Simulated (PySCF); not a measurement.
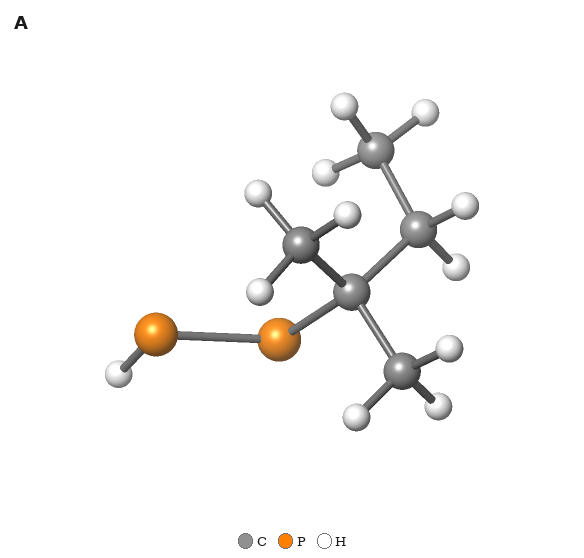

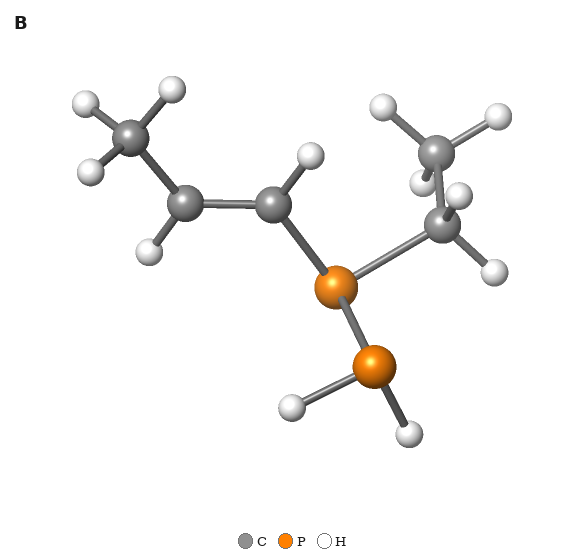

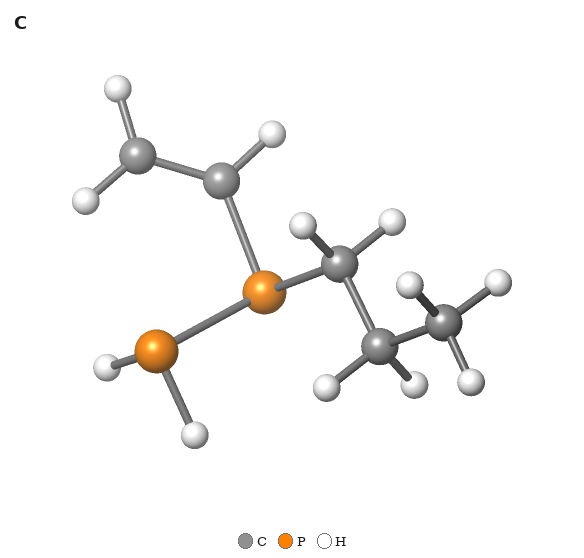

3 stationary structures of one formula. Geometries: GFN2-xTB. Electronic energies: PBE0/pcSseg-1 (PySCF 2.14.0), without zero-point energy. No frequency run is at hand to confirm each as a minimum. Each is one conformer, not always the lowest.

How are they related?

Answer. They are constitutional isomers of C5H12P2: A `[H]/P=P/C(C)(C)CC`, B `C/C=C/P(P)CC`, C `C=CP(P)CCC`.

Rank them by energy, lowest first.

Answer. A is lowest; B lies 0.200 eV above it, C lies 0.431 eV above it.

The geometry is semi-empirical. Around P such bond lengths and angles can be off by a tenth of an ångström or more and by several degrees, and values that hang on the shape move with them.
